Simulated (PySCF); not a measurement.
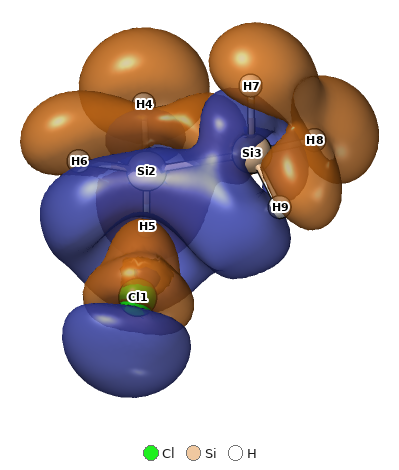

*ClH6Si2, charge −1, SMILES `[Cl-].[SiH3][SiH3]`. Density of the complex less the densities of the two fragments at the same geometry, ±0.004 e/Å³ (orange: gain, blue: loss). Fragment A: Cl(−1) (atom 1); fragment B: Si2H6.*

Computed with PySCF, BP86/def2-SVPD, geometry: GFN2-xTB. GFN2-xTB bond lengths at metals and heavier atoms can be off by up to 0.1 Å and shapes distorted, which carries into these values.

The calculation's input:

```python
import numpy as np
from pyscf import gto, scf, dft
from pyscf.scf import atom_ks, atom_hf
from scipy.linalg import block_diag
from pyscf.dispersion import dftd3

def solve(mol, dm0=None, hcore=None):
    mf = (dft.UKS if mol.spin else dft.RKS)(mol, xc='bp86')
    mf.grids.level = 3
    mf = mf.density_fit(auxbasis='def2-universal-jkfit')
    mf.conv_tol, mf.max_cycle = 1e-8, 80
    if hcore is not None:
        mf.get_hcore = lambda *args: hcore
    mf.kernel(dm0)
    if not mf.converged:
        mf = mf.newton().run(mf.mo_coeff, mf.mo_occ, max_cycle=30)
    assert mf.converged, 'SCF not converged'
    return mf

mol = gto.M(atom='''
Cl    -1.89127    -0.44574     0.00009
Si     0.33538     1.19894    -0.00025
Si     1.49883    -0.77250    -0.00019
H      1.44997     2.23077     0.00078
H     -0.33289     1.59059    -1.23604
H     -0.33357     1.58718     1.23624
H      2.37629    -0.90507     1.18622
H      2.48503    -0.83185    -1.10556
H      0.82768    -2.06418    -0.07698
''', basis='def2-svpd', charge=-1, spin=0, verbose=4)
mol_a = gto.M(atom='''
Cl    -1.89127    -0.44574     0.00009
ghost-Si     0.33538     1.19894    -0.00025
ghost-Si     1.49883    -0.77250    -0.00019
ghost-H      1.44997     2.23077     0.00078
ghost-H     -0.33289     1.59059    -1.23604
ghost-H     -0.33357     1.58718     1.23624
ghost-H      2.37629    -0.90507     1.18622
ghost-H      2.48503    -0.83185    -1.10556
ghost-H      0.82768    -2.06418    -0.07698
''', basis='def2-svpd', charge=-1, spin=0, verbose=4)
mol_b = gto.M(atom='''
ghost-Cl    -1.89127    -0.44574     0.00009
Si     0.33538     1.19894    -0.00025
Si     1.49883    -0.77250    -0.00019
H      1.44997     2.23077     0.00078
H     -0.33289     1.59059    -1.23604
H     -0.33357     1.58718     1.23624
H      2.37629    -0.90507     1.18622
H      2.48503    -0.83185    -1.10556
H      0.82768    -2.06418    -0.07698
''', basis='def2-svpd', charge=0, spin=0, verbose=4)
ab, a, b = solve(mol), solve(mol_a), solve(mol_b)
e_int = ab.e_tot - a.e_tot - b.e_tot
print('counterpoise-corrected interaction energy / kcal/mol', e_int * 627.5095)
def disp(atoms, charge):
    m = gto.M(atom=atoms, charge=charge, basis='sto-3g', spin=None, unit='Bohr', verbose=0)
    return dftd3.DFTD3Dispersion(m, xc='bp86', version='d3bj').get_dispersion()['energy']
e_disp = disp(mol._atom, mol.charge) - disp(mol._atom[:1], mol_a.charge) - disp(mol._atom[1:], mol_b.charge)
print('D3(BJ) part / kcal/mol', e_disp * 627.5095)
# spherically averaged free atoms, for the promolecule
atm = atom_ks.get_atm_nrks(mol, xc='bp86')
pro = block_diag(*[(atm[a[0]][2] * atm[a[0]][3]) @ atm[a[0]][2].T for a in mol._atom])
np.savez('result.npz', e_int=e_int, e_disp=e_disp, dm_a=a.make_rdm1(), dm_b=b.make_rdm1(), c=ab.mo_coeff, occ=ab.mo_occ, eps=ab.mo_energy, pro=pro, d=[f.dip_moment(verbose=0) for f in (ab, a, b)])
```

Command:

```sh
OMP_NUM_THREADS=1 python input.py
```

The run took 89 s on 1 thread of Intel(R) Xeon(R) Processor @ 2.50GHz (Skylake/Cascade Lake) (shared host), peak memory 0.47 GiB.

Partitions, critical points and surface values were worked out afterwards from this run's density.

Which way does charge flow?

Answer. Hirshfeld charges show 0.113 e passing from A to B. By Hirshfeld charges, electrons gather most on H4 (−0.076 e) and leave Cl1 most (+0.113 e); 0.42 e is displaced in all.

What is the interaction energy, and which contacts carry it?

Answer. The counterpoise-corrected interaction energy of the frozen fragments is −13.3 kcal/mol without dispersion correction and −16.4 kcal/mol with D3(BJ). The pair geometry is semi-empirical, not a minimum at this level. Contacts: Cl1···Si2, 2.77 Å, ρ = 0.030 a.u. The pose is a local one from a semi-empirical search, not shown to be the most stable.
